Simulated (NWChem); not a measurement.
# C2H7BFN (SMILES CN(C)BF): levels of theory compared

Aim: a comparison of 4 runs (HF/def2-SVP, r2SCAN/STO-3G, SVWN5/6-31G, PBE0/def2-SVP) of C2H7BFN. 

The calculation is run with NWChem 7.3.0.

## Step 1: The system as given

C2H7BFN: 12 atoms, total charge 0, spin state singlet. SMILES: `CN(C)BF`. The coordinates come from a PBE0-D4/def2-TZVP relaxation. This is one conformer, not always the lowest.

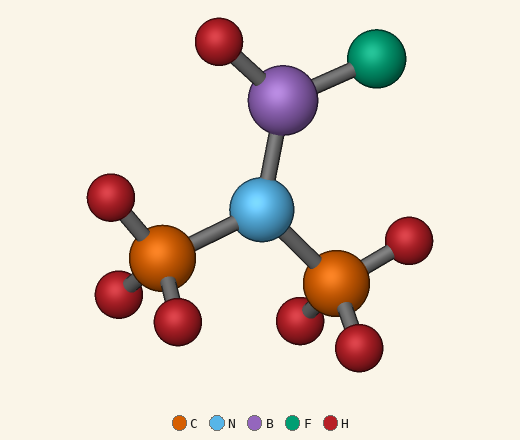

Viewed from a chosen angle; carbon orange, nitrogen blue, boron purple, fluorine teal, hydrogen red.

## Step 2: Energy and forces at HF/def2-SVP (run 1)

The input, run.py:

```python
from ase import Atoms
from ase.calculators.nwchem import NWChem

system = Atoms(['C', 'N', 'C', 'B', 'F', 'H', 'H', 'H', 'H', 'H', 'H', 'H'], positions=[
    [-0.787800, 1.088500, 0.184400],
    [0.149100, 0.026500, -0.084200],
    [-0.238800, -1.261200, 0.441200],
    [1.326200, 0.239300, -0.793100],
    [2.166700, -0.781300, -1.017900],
    [-0.925400, 1.228400, 1.263000],
    [-0.423000, 2.022700, -0.241800],
    [-1.769200, 0.867000, -0.251000],
    [-0.350500, -1.219700, 1.530700],
    [-1.198200, -1.581300, 0.019100],
    [0.515500, -2.007100, 0.196700],
    [1.612200, 1.323100, -1.213100],
])

calc = NWChem(
    label='c2h7bfn',
    theory='scf',
    memory='2200 mb',
    basis='def2-SVP',
    basispar='spherical bse',
    scf={'nopen': '0', 'rhf': None, 'thresh': '1e-08', 'maxiter': '80'},
)
system.calc = calc

forces = system.get_forces()
print(f"energy = {system.get_potential_energy():.6f} eV")
print("forces (eV/A):")
for s, f in zip(system.symbols, forces):
    print(f"{s:2s} {f[0]:10.5f} {f[1]:10.5f} {f[2]:10.5f}")
print("dipole (e A):", system.get_dipole_moment().round(4))
```

The run is started by

```
$ export ASE_NWCHEM_COMMAND="nwchem PREFIX.nwi > PREFIX.nwo"
$ python run.py
```

Output:

```text
energy = -7028.223999 eV
forces (eV/A):
C    -0.03065    0.10002   -0.00417
N    -0.02005   -0.02967    0.01615
C     0.02386   -0.12300    0.02036
B     0.23454   -0.29696   -0.06001
F    -0.24888    0.33512    0.05857
H     0.00195    0.02088   -0.08716
H    -0.08551   -0.03517    0.05538
H     0.06633    0.04911    0.03085
H     0.01491   -0.03193   -0.07245
H     0.07271   -0.00648    0.03008
H    -0.08937    0.03265    0.04211
H     0.06016   -0.01460   -0.02967
dipole (e A): [-0.4356  0.1107  0.2167]
```

The calculator wrote c2h7bfn.nwi:

```
title "c2h7bfn"

permanent_dir c2h7bfn

scratch_dir c2h7bfn

start c2h7bfn

geometry units angstrom nocenter noautosym noautoz
  C  -7.8779999999999994e-01 1.0885000000000000e+00 1.8440000000000001e-01
  N  1.4910000000000001e-01 2.6499999999999999e-02 -8.4199999999999997e-02
  C  -2.3880000000000001e-01 -1.2612000000000001e+00 4.4119999999999998e-01
  B  1.3262000000000000e+00 2.3930000000000001e-01 -7.9310000000000003e-01
  F  2.1667000000000001e+00 -7.8129999999999999e-01 -1.0179000000000000e+00
  H  -9.2540000000000000e-01 1.2283999999999999e+00 1.2629999999999999e+00
  H  -4.2299999999999999e-01 2.0226999999999999e+00 -2.4179999999999999e-01
  H  -1.7692000000000001e+00 8.6699999999999999e-01 -2.5100000000000000e-01
  H  -3.5049999999999998e-01 -1.2197000000000000e+00 1.5306999999999999e+00
  H  -1.1981999999999999e+00 -1.5812999999999999e+00 1.9099999999999999e-02
  H  5.1549999999999996e-01 -2.0070999999999999e+00 1.9670000000000001e-01
  H  1.6122000000000001e+00 1.3230999999999999e+00 -1.2131000000000001e+00
end

memory 2200 mb

basis spherical bse noprint
   * library def2-SVP
end

scf
  nopen 0
  rhf
  thresh 1e-08
  maxiter 80
end

task scf gradient
```

c2h7bfn.nwo:

```text
Northwest Computational Chemistry Package (NWChem) 7.3.0
             --------------------------------------------------------

           Job information
           ---------------

    nwchem branch   = 7.3.0
    use scalapack   = T
    input           = c2h7bfn.nwi
    prefix          = c2h7bfn.
    data base       = c2h7bfn/c2h7bfn.db
    status          = startup
    nproc           =        1

           Memory information
           ------------------

    heap     =     72089596 doubles =      550.0 Mbytes
    stack    =     72089601 doubles =      550.0 Mbytes
    global   =    144179200 doubles =     1100.0 Mbytes (distinct from heap & stack)
    total    =    288358397 doubles =     2200.0 Mbytes
    verify   = yes
    hardfail = no

[... 144 lines left out ...]
 Convergence threshold     :          1.000E-08
[... 13 lines left out ...]
       Final RHF  results
[... 3 lines left out ...]
      One-electron energy =   -699.439574425617
[... 1 line left out ...]
 Nuclear repulsion energy =    174.573192542420
[... 38 lines left out ...]
                       ROHF Final Molecular Orbital Analysis
[... 267 lines left out ...]
                         RHF ENERGY GRADIENTS

    atom               coordinates                        gradient
                 x          y          z           x          y          z
   1 C      -1.488726   2.056967   0.348465    0.000596  -0.001945   0.000081
   2 N       0.281758   0.050078  -0.159115    0.000390   0.000577  -0.000314
   3 C      -0.451267  -2.383322   0.833747   -0.000464   0.002392  -0.000396
[... 8 lines of this table left out ...]
  12 H       3.046616   2.500296  -2.292427   -0.001170   0.000284   0.000577

                 ----------------------------------------
                 |  Time  |  1-e(secs)   |  2-e(secs)   |
                 ----------------------------------------
                 |  CPU   |       0.01   |       4.18   |
                 ----------------------------------------
                 |  WALL  |       0.01   |       4.18   |
                 ----------------------------------------

 Task  times  cpu:       19.5s     wall:       19.5s
 Total times  cpu:       19.5s     wall:       19.5s
```

It took 21 s on 1 thread of AMD EPYC 9R14 (Zen 4), shared host; peak memory 0.1 GiB.

## Step 3: Energy and forces at r2SCAN/STO-3G (run 2)

The input, run.py:

```python
from ase import Atoms
from ase.calculators.nwchem import NWChem

atoms = Atoms(['C', 'N', 'C', 'B', 'F', 'H', 'H', 'H', 'H', 'H', 'H', 'H'], positions=[
    [-0.787800, 1.088500, 0.184400],
    [0.149100, 0.026500, -0.084200],
    [-0.238800, -1.261200, 0.441200],
    [1.326200, 0.239300, -0.793100],
    [2.166700, -0.781300, -1.017900],
    [-0.925400, 1.228400, 1.263000],
    [-0.423000, 2.022700, -0.241800],
    [-1.769200, 0.867000, -0.251000],
    [-0.350500, -1.219700, 1.530700],
    [-1.198200, -1.581300, 0.019100],
    [0.515500, -2.007100, 0.196700],
    [1.612200, 1.323100, -1.213100],
])

calc = NWChem(
    label='nw',
    theory='dft',
    memory='2200 mb',
    basis='STO-3G',
    basispar='spherical bse',
    dft={'xc': 'r2scan', 'mult': '1', 'grid': 'xfine', 'convergence': 'energy 1e-08', 'iterations': '100', 'mulliken': None},
)
atoms.calc = calc

forces = atoms.get_forces()
print(f"energy = {atoms.get_potential_energy():.6f} eV")
print("forces (eV/A):")
for s, f in zip(atoms.symbols, forces):
    print(f"{s:2s} {f[0]:10.5f} {f[1]:10.5f} {f[2]:10.5f}")
print("dipole (e A):", atoms.get_dipole_moment().round(4))
```

The run is started by

```
$ export ASE_NWCHEM_COMMAND="nwchem PREFIX.nwi > PREFIX.nwo"
$ python run.py
```

Output:

```text
energy = -6977.837811 eV
forces (eV/A):
C    -1.01389    0.92585    0.34761
N     0.86081    0.33491   -0.56292
C    -0.56292   -1.04634    0.56981
B     1.92570   -0.02659   -1.07014
F    -0.46558    0.37790    0.16928
H    -0.10279    0.07626    0.46002
H     0.20003    0.35147   -0.19633
H    -0.44794   -0.07071   -0.15637
H    -0.06844   -0.03949    0.46660
H    -0.41179   -0.18512   -0.14614
H     0.45509   -0.28071   -0.18795
H    -0.36834   -0.41739    0.30658
dipole (e A): [-0.3003 -0.0697  0.1845]
```

The calculator wrote nw.nwi:

```
title "nw"

permanent_dir nw

scratch_dir nw

start nw

geometry units angstrom nocenter noautosym noautoz
  C  -7.8779999999999994e-01 1.0885000000000000e+00 1.8440000000000001e-01
  N  1.4910000000000001e-01 2.6499999999999999e-02 -8.4199999999999997e-02
  C  -2.3880000000000001e-01 -1.2612000000000001e+00 4.4119999999999998e-01
  B  1.3262000000000000e+00 2.3930000000000001e-01 -7.9310000000000003e-01
  F  2.1667000000000001e+00 -7.8129999999999999e-01 -1.0179000000000000e+00
  H  -9.2540000000000000e-01 1.2283999999999999e+00 1.2629999999999999e+00
  H  -4.2299999999999999e-01 2.0226999999999999e+00 -2.4179999999999999e-01
  H  -1.7692000000000001e+00 8.6699999999999999e-01 -2.5100000000000000e-01
  H  -3.5049999999999998e-01 -1.2197000000000000e+00 1.5306999999999999e+00
  H  -1.1981999999999999e+00 -1.5812999999999999e+00 1.9099999999999999e-02
  H  5.1549999999999996e-01 -2.0070999999999999e+00 1.9670000000000001e-01
  H  1.6122000000000001e+00 1.3230999999999999e+00 -1.2131000000000001e+00
end

memory 2200 mb

basis spherical bse noprint
   * library STO-3G
end

dft
  xc r2scan
  mult 1
  grid xfine
  convergence energy 1e-08
  iterations 100
  mulliken
end

task dft gradient
```

nw.nwo:

```text
Northwest Computational Chemistry Package (NWChem) 7.3.0
             --------------------------------------------------------

           Job information
           ---------------

    nwchem branch   = 7.3.0
    use scalapack   = T
    input           = nw.nwi
    prefix          = nw.
    data base       = nw/nw.db
    status          = startup
    nproc           =        1

           Memory information
           ------------------

    heap     =     72089596 doubles =      550.0 Mbytes
    stack    =     72089601 doubles =      550.0 Mbytes
    global   =    144179200 doubles =     1100.0 Mbytes (distinct from heap & stack)
    total    =    288358397 doubles =     2200.0 Mbytes
    verify   = yes
    hardfail = no

[... 115 lines left out ...]
  convergence criterion.
[... 39 lines left out ...]
          Spatial weights used:  Erf1
[... 77 lines left out ...]
         Total DFT energy =     -256.430811905668
[... 3 lines left out ...]
 Nuclear repulsion energy =      174.573192542420
[... 296 lines left out ...]
          Convergence on gradient requested:  5.00D-04
[... 26 lines left out ...]
          total energy or number of iterations.
[... 26 lines left out ...]
                         DFT ENERGY GRADIENTS

    atom               coordinates                        gradient
                 x          y          z           x          y          z
   1 C      -1.488726   2.056967   0.348465    0.019717  -0.018005  -0.006760
   2 N       0.281758   0.050078  -0.159115   -0.016740  -0.006513   0.010947
   3 C      -0.451267  -2.383322   0.833747    0.010947   0.020348  -0.011081
[... 8 lines of this table left out ...]
  12 H       3.046616   2.500296  -2.292427    0.007163   0.008117  -0.005962

                 ----------------------------------------
                 |  Time  |  1-e(secs)   |  2-e(secs)   |
                 ----------------------------------------
                 |  CPU   |       0.00   |       0.40   |
                 ----------------------------------------
                 |  WALL  |       0.00   |       0.40   |
                 ----------------------------------------

 Task  times  cpu:       21.8s     wall:       21.8s
 Total times  cpu:       21.9s     wall:       21.9s
```

Run time: 23 s. Hardware: 1 thread of AMD EPYC 9R14 (Zen 4), shared host; peak memory 0.15 GiB.

Run 3 isn't shown in full; the table further down has it.

## Step 4: Energy and forces at PBE0/def2-SVP (run 4)

The input, sp.nw:

```
START sp
TITLE "C2H7BFN PBE0"
memory 2200 mb
charge 0

GEOMETRY units angstroms noautosym nocenter noautoz
   C    -0.787800    1.088500    0.184400
   N     0.149100    0.026500   -0.084200
   C    -0.238800   -1.261200    0.441200
   B     1.326200    0.239300   -0.793100
   F     2.166700   -0.781300   -1.017900
   H    -0.925400    1.228400    1.263000
   H    -0.423000    2.022700   -0.241800
   H    -1.769200    0.867000   -0.251000
   H    -0.350500   -1.219700    1.530700
   H    -1.198200   -1.581300    0.019100
   H     0.515500   -2.007100    0.196700
   H     1.612200    1.323100   -1.213100
END

BASIS spherical bse
   * library def2-SVP
END

DFT
   xc pbe0
   grid fine
   convergence energy 1e-08
   iterations 100
   mulliken
END

TASK dft gradient
```

The run is started by

```
$ nwchem sp.nw > sp.out
```

Output:

```text
[...]
          Wavefunction type:  closed shell.
          No. of atoms     :    12
          No. of electrons :    40
[...]
          Charge           :     0
          Spin multiplicity:     1
[...]
          AO basis - number of functions:   105
[...]
              XC Information
              --------------
                         PBE0 Method XC Functional
                     Hartree-Fock (Exact) Exchange  0.250
          PerdewBurkeErnzerhof Exchange Functional  0.750
            Perdew 1991 LDA Correlation Functional  1.000 local
           PerdewBurkeErnz. Correlation Functional  1.000 non-local
[...]
 d= 0,ls=0.0,diis     1   -259.4125456938 -4.34D+02  8.83D-03  4.91D-01     2.5
[...]
 d= 0,ls=0.0,diis    10   -259.4739955839 -1.94D-09  1.59D-07  5.24D-10    20.9
         Total DFT energy =     -259.473995583858
      One electron energy =     -699.795144273701
           Coulomb energy =      300.406534679508
    Exchange-Corr. energy =      -34.658578532086
 Nuclear repulsion energy =      174.573192542421
[...]
  wavefunction    = closed shell
                         DFT ENERGY GRADIENTS
    atom               coordinates                        gradient
                 x          y          z           x          y          z
   1 C      -1.488726   2.056967   0.348465   -0.004637   0.004420   0.001481
   2 N       0.281758   0.050078  -0.159115    0.004291   0.000830  -0.002559
   3 C      -0.451267  -2.383322   0.833747   -0.002106  -0.005633   0.002457
   4 B       2.506155   0.452211  -1.498742   -0.003466   0.004860   0.000772
   5 F       4.094469  -1.476443  -1.923552    0.000730  -0.000103  -0.000380
   6 H      -1.748752   2.321339   2.386724    0.001117  -0.001202  -0.005414
   7 H      -0.799354   3.822349  -0.456936   -0.001509  -0.005121   0.002076
   8 H      -3.343303   1.638392  -0.474321    0.005289   0.000574   0.002022
   9 H      -0.662349  -2.304899   2.892604    0.000673   0.000370  -0.005624
  10 H      -2.264270  -2.988224   0.036094    0.004907   0.002163   0.001933
  11 H       0.974154  -3.792869   0.371709   -0.004143   0.004054   0.001353
[...]
```

It took 27 s on 1 thread of AMD EPYC 9R14 (Zen 4), shared host; peak memory 0.12 GiB.

## Step 5: The series

| run | level | iteration cap | module | energy (Eh) | dipole moment (D) | HOMO energy (eV) | LUMO energy (eV) | wall time |
| --- | --- | --- | --- | --- | --- | --- | --- | --- |
| 1 | HF/def2-SVP | 80 | scf | -258.282470 | 2.40 | -10.49 | 4.70 | 21 s |
| 2 | r2SCAN/STO-3G | 100 | dft | -256.430812 | 1.73 | -3.48 | 4.13 | 23 s |
| 3 | SVWN5/6-31G | 100 | dft | -257.765083 | 2.70 | -5.86 | 0.24 | 17 s |
| 4 | PBE0/def2-SVP | 100 | dft | -259.473996 | 2.41 | -7.24 | 1.18 | 27 s |

## Step 6: Summary of results

| quantity | value |
| --- | --- |
| run 4: total energy | -259.47400 Eh |
| run 4: dipole moment | 2.41 D |
| run 4: HOMO energy | -7.24 eV |
| run 4: LUMO energy | 1.18 eV |
| run 4: HOMO–LUMO gap | 8.42 eV |
| run 4: largest force on an atom | 0.338 eV/Å |

**Reading.** The dipole moment (its size) runs from 1.73 D (r2SCAN/STO-3G) to 2.70 D (SVWN5/6-31G). The two ends differ in method and basis. The HOMO–LUMO gap runs from 6.10 eV (SVWN5/6-31G) to 15.19 eV (HF/def2-SVP). Totals of different functionals can't be ranked against each other. In run 2 the basis is minimal, so the values are rough. All runs together took 88 s, the longest 27 s.
